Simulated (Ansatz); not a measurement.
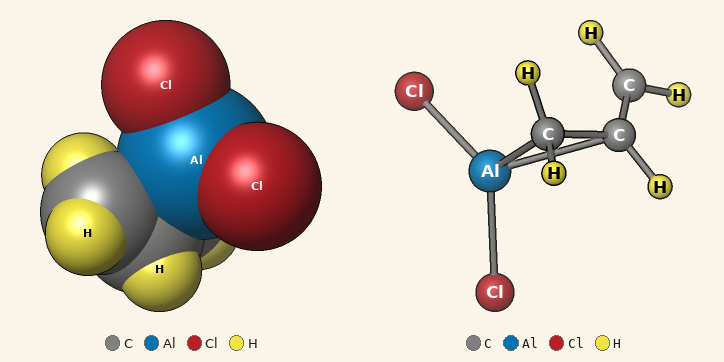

The same structure drawn twice, from different directions.

The computed structure is the end point of a PBE0-D4/def2-TZVP optimisation.

> What is the molecular formula?

C3H5AlCl2, 11 atoms: 3 carbon, 5 hydrogen, 1 aluminium and 2 chlorine.

> Give the symmetry (Schoenflies symbol).

C1.

> Count the bonded pairs by element.

5 C–H, 2 C–C, 2 Al–Cl, 2 C–Al. Sticks follow a distance rule.

More results for the same structure follow; atom numbers are the same in all pictures, views and colours differ.

## Geometry

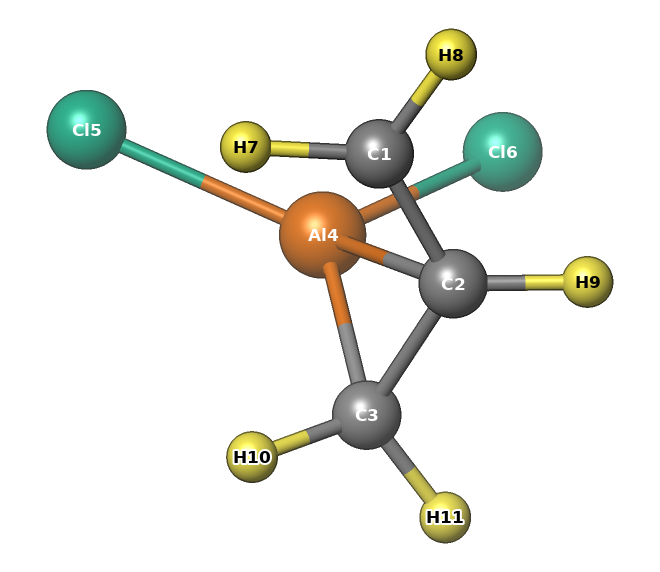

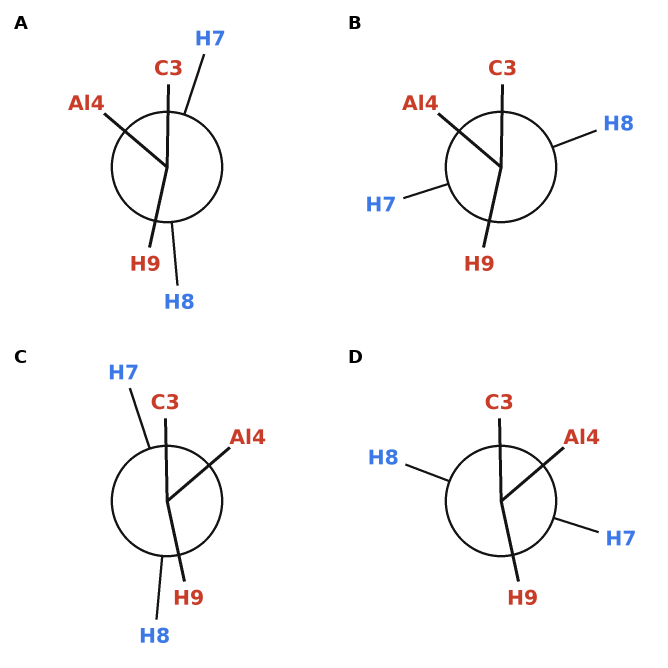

Depth is shown by fading: the farther an atom, the more it takes the colour of the background. Bonds that would overlap in a projection are set slightly apart.

> Which Newman projection shows the view along C2–C1, with C2 in front?

A. The torsion angle Al4–C2–C1–H7 is 62°, synclinal (gauche).

## Vibrations

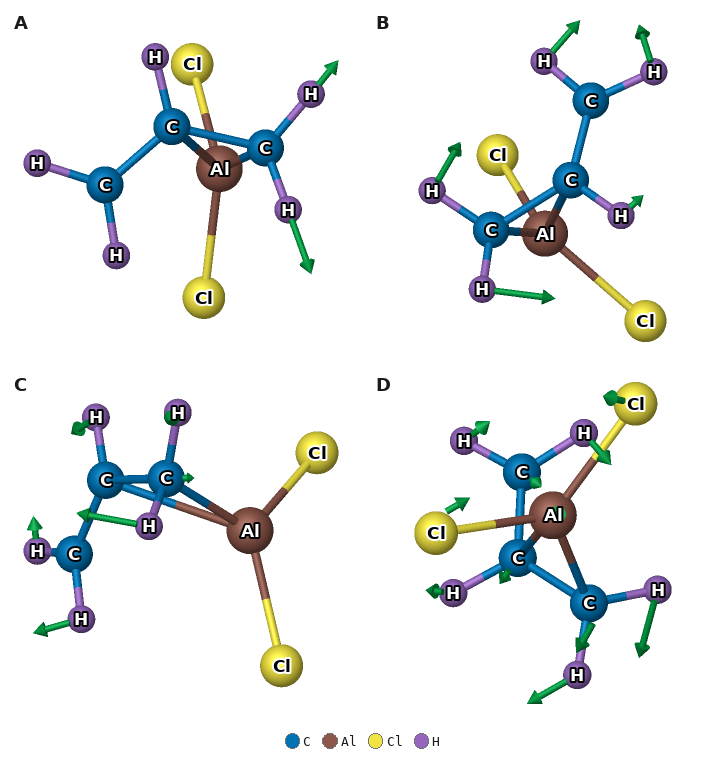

4 normal modes of one molecule or complex, as arrows. Harmonic vibrations computed with RKS PBE0-D4/def2-TZVP (Ansatz 0.2.0) at a stationary point of the same level.

> Match the panels to the wavenumbers 147 cm⁻¹, 976 cm⁻¹, 1429 cm⁻¹, 3110 cm⁻¹.

A: 3110 cm⁻¹, in-phase stretching of 2 C–H bonds
B: 1429 cm⁻¹, angle bending
C: 976 cm⁻¹, angle bending
D: 147 cm⁻¹, angle bending

## Charges

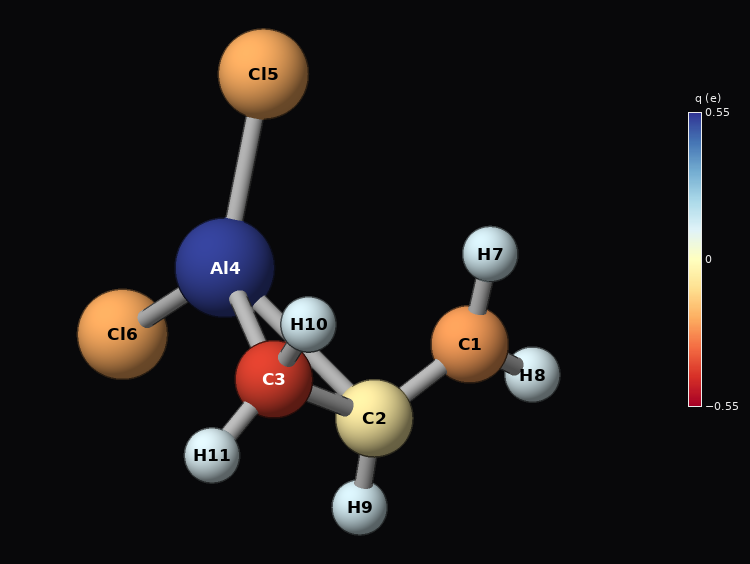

Atoms are coloured by their Mulliken charges. Properties computed with RKS ωB97M-V/def2-TZVPP (Ansatz 0.2.0).

Give the Mulliken charges atom by atom.

| atom | value (e) |
| --- | --- |
| C1 | −0.24 |
| C2 | −0.06 |
| C3 | −0.40 |
| Al4 | 0.53 |
| Cl5 | −0.22 |
| Cl6 | −0.22 |
| H7 | 0.13 |
| H8 | 0.12 |
| H9 | 0.13 |
| H10 | 0.12 |
| H11 | 0.11 |

## Dipole moment

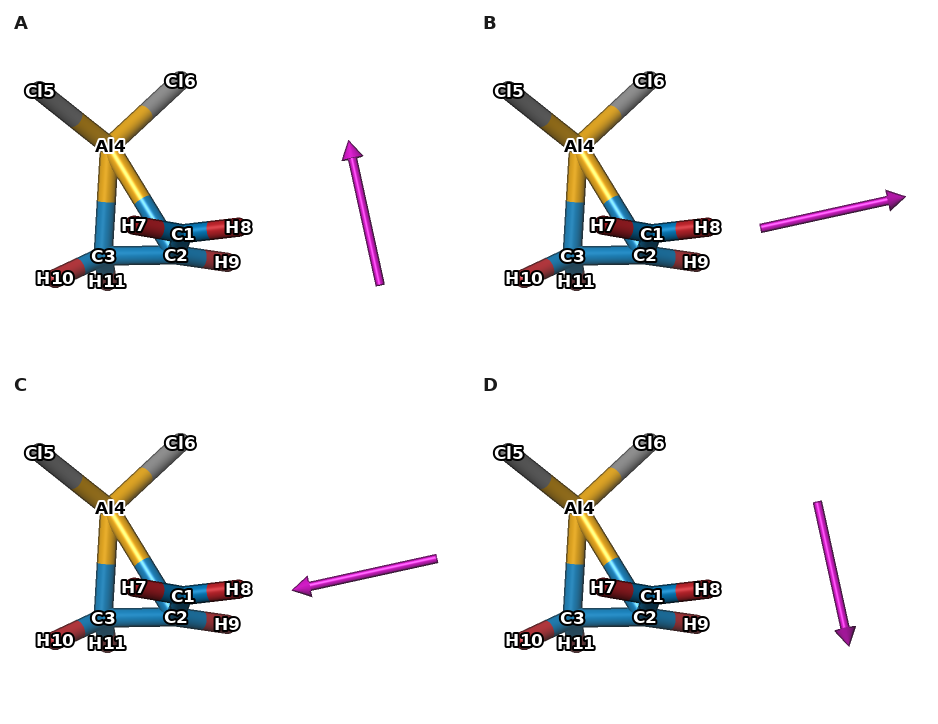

The same molecule four times, each with an arrow. Method: RKS PBE0-D4/def2-TZVP (Ansatz 0.2.0).

> Which arrow points along the dipole moment, from the negative to the positive end?

D. The dipole moment is 2.67 D; it points from the side of Cl5, Cl6 to the side of H9 (the outermost atoms at the two ends).

Mulliken values depend strongly on the basis set and can even reverse the polarity of a bond.
